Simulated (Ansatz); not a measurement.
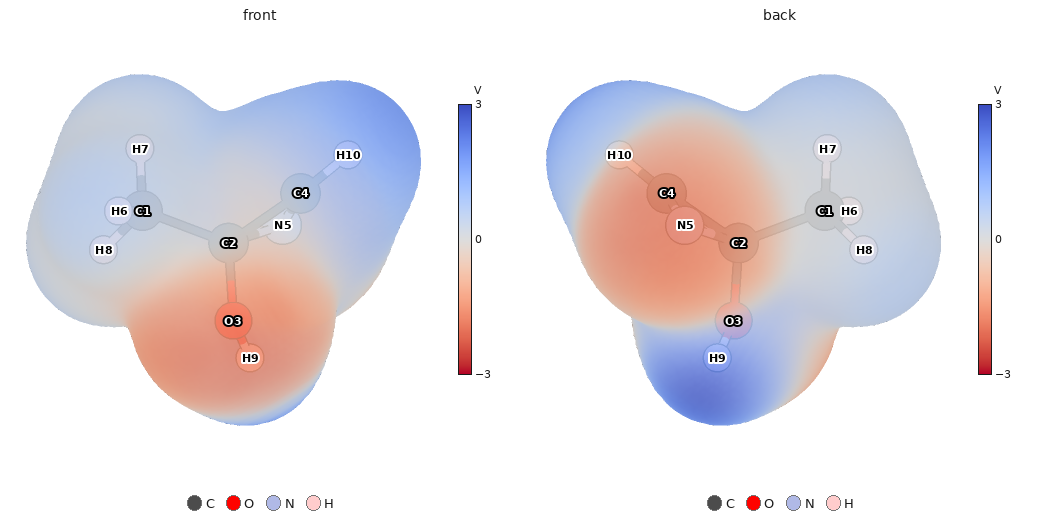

*C₃H₅NO (SMILES CC1(O)C=N1). The molecular electrostatic potential painted on the density surface at 0.002 e/bohr³, seen from the front and from behind; red is negative and blue positive.*

Method: Ansatz, RHF/def2-SVP.

```xyz
10

C    -0.9064   -0.6903    0.4593
C     0.2860    0.1003   -0.0108
O     1.3731   -0.0535    0.8268
C     0.2187    1.2507   -0.8608
N     0.5707    0.2149   -1.4400
H    -1.1677   -0.4009    1.4778
H    -1.7672   -0.5294   -0.1877
H    -0.6627   -1.7544    0.4649
H     2.0727   -0.4862    0.3593
H     0.0659    2.2978   -1.0860
```

### Where is the surface potential most negative and most positive?

The most negative region (about −1.7 V, or −39 kcal/mol for a unit charge) lies over O3 and N5, the most positive (about +2.3 V, or +53 kcal/mol for a unit charge) over H9.
